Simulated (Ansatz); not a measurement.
# H₂Br (doublet): one geometry, many settings at distance H1–H2 along a hydrogen transfer = 0.835 Å

What do other methods and options give for H₂Br (doublet) at this geometry, and how long do they take?

The runs use Ansatz 0.2.0, Gaussian basis; the settings change from run to run.

4 further runs of the same task are left out: 1 for a mislabelled method, 2 that didn't finish, 1 set aside as unsound or not needed.

### 1 What is computed

The geometry derives from fragments relaxed apart (PBE0/def2-TZVP) and kept rigid, so it is no stationary point. A hydrogen atom is moved between rigid fragments. No spin-orbit coupling is included. The filled d shell of Br may be among the frozen orbitals whatever the setting's name suggests; the logs give the count.

3 atoms, charge 0, spin multiplicity 2.

Atoms are counted from 1 here; the program's logs count them from 0.

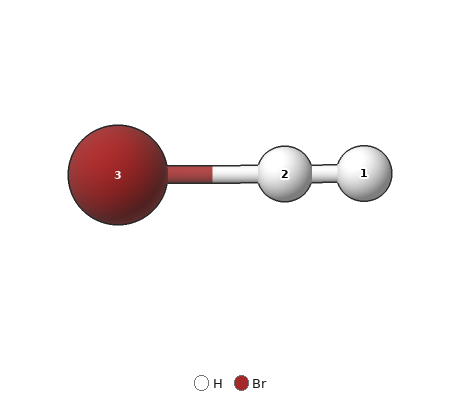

The geometry (hydrogen white, bromine red); atoms are numbered from 1 in the order of the file.

### 2 NEVPT4(SD)(5,4)/6-31G*

in.yaml

```yaml
crystal:
  periodic: [false, false, false]
  atoms:
    - {symbol: H, position_ang: [0.000000, 0.000000, -1.142000]}
    - {symbol: H, position_ang: [0.000000, 0.000000, -0.307000]}
    - {symbol: Br, position_ang: [0.000000, 0.000000, 1.449000]}
basis:
  gaussian: {orbitals: "6-31G*", point_charges: [{charge: 1.00, position_ang: [4.904, 0.941, 0.090]}]}
magnetization: {spin_polarized: false, initial_magnetization: 1}
correlation: {method: fic_nevpt4_sd, electrons: outside_noble_gas, active_space: {window: {electrons: 5, orbitals: 4}}}
accuracy: high
scf: {lower_state_search: off}
```

Command:

```sh
$ ansatz run in.yaml --threads 1 --pin off --events-out ev --progress --plain --max-ram 2393MiB
```

The program printed:

```text
Functional definition: HF
  name "HF"
  cite "Fock, Z. Phys. 61, 126 (1930) doi:10.1007/BF01340294"
  parent pbe
  exchange = exact_x
  correlation = 0
these checks for a lower state are left out or cut short: stability, starts, cluster_reference, orbital_swaps, neighbouring_geometries, increment
602 factors; integrals over basis functions are off by at most 3.3e-9 eV
mean field evaluation 1: about -70019.1345 eV, gradient 8.0e0 eV
mean field evaluation 2: about -70019.1450 eV, gradient 8.0e0 eV
mean field evaluation 4: about -70019.6750 eV, gradient 1.4e0 eV
mean field evaluation 8: about -70019.7215 eV, gradient 7.3e-2 eV
mean field -70019.72157441 eV, -2573.1773067875 hartree, gradient 4.1e-8 eV, S^2 0.750000; 0 other end points of the search recorded, 0 dependent functions left out
reference -70019.72157441 eV, -2573.1773067875 hartree; 19, 18 occupied and 20, 21 virtual orbitals, 602 factors
state -70020.41345321 eV, -2573.2027328646 hartree
state -70020.41345321 eV, -2573.2027328646 hartree; corrected -70023.73280493 eV, -2573.3247167902 hartree
Total energy: -70023.73280493 eV, -2573.3247167902 hartree
Checks for a lower state left out: stability, starts, cluster_reference, orbital_swaps, neighbouring_geometries, increment
```

Wall time 2.1 s (1 thread of Arm Neoverse N1, shared host).

From the report: 24 determinants; active occupations 2.00, 1.97, 1.00, 0.03.

### 3 CCSD on ROHF/cc-pVTZ

in.yaml

```yaml
crystal:
  periodic: [false, false, false]
  atoms:
    - {symbol: H, position_ang: [0.000000, 0.000000, -1.142000]}
    - {symbol: H, position_ang: [0.000000, 0.000000, -0.307000]}
    - {symbol: Br, position_ang: [0.000000, 0.000000, 1.449000]}
basis:
  gaussian: {orbitals: cc-pVTZ, fitting: {mean_field: def2-universal-jkfit}}
magnetization: {spin_polarized: false, initial_magnetization: 1}
correlation: {method: ccsd, electrons: outside_noble_gas}
```

Same command.

The program printed, shortened:

```text
Functional definition: HF
  name "HF"
  cite "Fock, Z. Phys. 61, 126 (1930) doi:10.1007/BF01340294"
  parent pbe
[...]
302 factors; integrals over basis functions are off by at most 1.0e0 eV
[...]
mean field -70029.58088685 eV, -2573.5396298370 hartree, gradient 7.2e-7 eV, S^2 0.750000; 7 other end points of the search recorded, 0 dependent functions left out
[...]
determinant -70029.58088685 eV, -2573.5396298370 hartree, with singles and doubles -70035.40802109 eV, -2573.7537730704 hartree
determinant -70028.78173341 eV, -2573.5102614896 hartree, with singles and doubles -70034.44787564 eV, -2573.7184883762 hartree
14 core orbitals not correlated: weight in the atoms' cores, before any rotation towards them, 1.000 or more for the frozen orbitals, at most 0.000 for the correlated occupied ones
reference -70029.58088685 eV, -2573.5396298370 hartree; 5, 4 occupied and 52, 53 virtual orbitals, 302 factors
second order -4.96143184 eV of doubles, -0.11188050 eV of singles
cycle   1  -5.77477542 eV  change   -1.9e-1 eV  update   1.1e-2
[...]
cycle   8  -5.77976388 eV  change   -6.2e-6 eV  update   5.3e-6
Total energy: -70035.36065073 eV, -2573.7520322418 hartree
```

It took 6 s on 1 thread of Arm Neoverse N1, shared host.

From the report: correlation -5.7798 eV; T1 0.023; largest double amplitude 0.06.

### 4 CCSD(T) on ROHF/cc-pVTZ

in.yaml

```yaml
crystal:
  periodic: [false, false, false]
  atoms:
    - {symbol: H, position_ang: [0.000000, 0.000000, -1.142000]}
    - {symbol: H, position_ang: [0.000000, 0.000000, -0.307000]}
    - {symbol: Br, position_ang: [0.000000, 0.000000, 1.449000]}
basis:
  gaussian: {orbitals: cc-pVTZ}
magnetization: {spin_polarized: false, initial_magnetization: 1}
correlation: {method: ccsd_t, electrons: outside_noble_gas}
scf: {lower_state_search: off}
output: {forces: true}
```

Same command.

The program printed, shortened:

```text
Functional definition: HF
  name "HF"
  cite "Fock, Z. Phys. 61, 126 (1930) doi:10.1007/BF01340294"
  parent pbe
[...]
425 factors; integrals over basis functions are off by at most 1.3e-3 eV
[...]
mean field -70029.58184310 eV, -2573.5396649784 hartree, gradient 1.2e-6 eV, S^2 0.750000; 0 other end points of the search recorded, 0 dependent functions left out
14 core orbitals not correlated: weight in the atoms' cores, before any rotation towards them, 1.000 or more for the frozen orbitals, at most 0.000 for the correlated occupied ones
reference -70029.58184310 eV, -2573.5396649784 hartree; 5, 4 occupied and 52, 53 virtual orbitals, 425 factors
second order -4.97450532 eV of doubles, -0.11188225 eV of singles
cycle   1  -5.59290231 eV  change   -5.0e-1 eV  update   5.0e-2
[...]
cycle  12  -5.78055790 eV  change    3.0e-7 eV  update   2.1e-7
perturbative correction -0.17219798 eV, -0.0063281590 hartree
[...]
Total energy: -70035.53459897 eV, -2573.7584247219 hartree
Atom 0 at     0.000000     0.000000    -1.142000 Å, force    -0.000000     0.000000     0.821634 eV/Å
Atom 1 at     0.000000     0.000000    -0.307000 Å, force     0.000000    -0.000000    -1.698255 eV/Å
Atom 2 at     0.000000     0.000000     1.449000 Å, force     0.000000     0.000000     0.876621 eV/Å
Dipole moment:     0.000000    -0.000000    -0.169392 e Å
Checks for a lower state left out: starts, cluster_reference, orbital_swaps, neighbouring_geometries, increment
```

Run time: 11 s. Hardware: 1 thread of Arm Neoverse N1, shared host.

From the report: correlation -5.9528 eV; T1 0.023; largest double amplitude 0.06.

### 5 CCSD(T) on ROHF/cc-pVTZ

Changes to in.yaml since step 4:

```diff
@@ -9,4 +9,3 @@
 magnetization: {spin_polarized: false, initial_magnetization: 1}
-correlation: {method: ccsd_t, electrons: outside_noble_gas}
-scf: {lower_state_search: off}
+correlation: {method: ccsd_t, electrons: outside_noble_gas, diis_vectors: 2}
 output: {forces: true}
```

Same command.

The program printed, shortened:

```text
Functional definition: HF
  name "HF"
  cite "Fock, Z. Phys. 61, 126 (1930) doi:10.1007/BF01340294"
  parent pbe
[...]
425 factors; integrals over basis functions are off by at most 1.3e-3 eV
[...]
mean field -70029.58184310 eV, -2573.5396649784 hartree, gradient 1.2e-6 eV, S^2 0.750000; 10 other end points of the search recorded, 0 dependent functions left out
[...]
determinant -70029.58184310 eV, -2573.5396649784 hartree, with singles and doubles -70035.41917671 eV, -2573.7541830319 hartree
determinant -70028.78264508 eV, -2573.5102949928 hartree, with singles and doubles -70034.46099795 eV, -2573.7189706121 hartree
14 core orbitals not correlated: weight in the atoms' cores, before any rotation towards them, 1.000 or more for the frozen orbitals, at most 0.000 for the correlated occupied ones
reference -70029.58184310 eV, -2573.5396649784 hartree; 5, 4 occupied and 52, 53 virtual orbitals, 425 factors
second order -4.97450532 eV of doubles, -0.11188225 eV of singles
cycle   1  -5.77403446 eV  change   -1.9e-1 eV  update   1.2e-2
[...]
cycle  13  -5.78055780 eV  change    3.1e-7 eV  update   3.2e-7
perturbative correction -0.17219801 eV, -0.0063281602 hartree
[...]
Total energy: -70035.53459891 eV, -2573.7584247196 hartree
Atom 0 at     0.000000     0.000000    -1.142000 Å, force    -0.000000     0.000000     0.821633 eV/Å
Atom 1 at     0.000000     0.000000    -0.307000 Å, force    -0.000000    -0.000000    -1.698254 eV/Å
Atom 2 at     0.000000     0.000000     1.449000 Å, force     0.000000     0.000000     0.876621 eV/Å
Dipole moment:    -0.000000    -0.000000    -0.169392 e Å
```

It took 18 s on 1 thread of Arm Neoverse N1, shared host; peak memory 0.25 GiB.

From the report: correlation -5.9528 eV; T1 0.023; largest double amplitude 0.06.

### 6 The runs in one table

Where basis and cores are those of an earlier UCCSDT(Q)/cc-pVTZ run (-70035.5593 eV), and the state is the same kind, the miss against it is given.

```csv
level,correlated,functions,energy (eV),from UCCSDT(Q) (meV),time
"NEVPT4(SD)(5,4)/6-31G* (beside a point charge)",outside noble gas,39,-70023.7328,,2.1 s
CCSD on ROHF/cc-pVTZ,outside noble gas,71,-70035.3607,198.6,6 s
CCSD(T) on ROHF/cc-pVTZ,outside noble gas,71,-70035.5346,24.7,11 s
CCSD(T) on ROHF/cc-pVTZ,outside noble gas,71,-70035.5346,24.7,18 s
```

### 7 Outcome

| quantity | value |
| --- | --- |
| runs | 4 |
| quickest | NEVPT4(SD)(5,4)/6-31G* (beside a point charge), 2.1 s |
| slowest | CCSD(T) on ROHF/cc-pVTZ, 18 s |

Total energies in different bases, with other cores or another treatment of relativity can't be set against each other. CCSD(T) on ROHF/cc-pVTZ took 9 times as long as NEVPT4(SD)(5,4)/6-31G* (beside a point charge); the jobs differ in more than the method. Among the correlated runs with a miss given, it spans +25 to +199 meV.
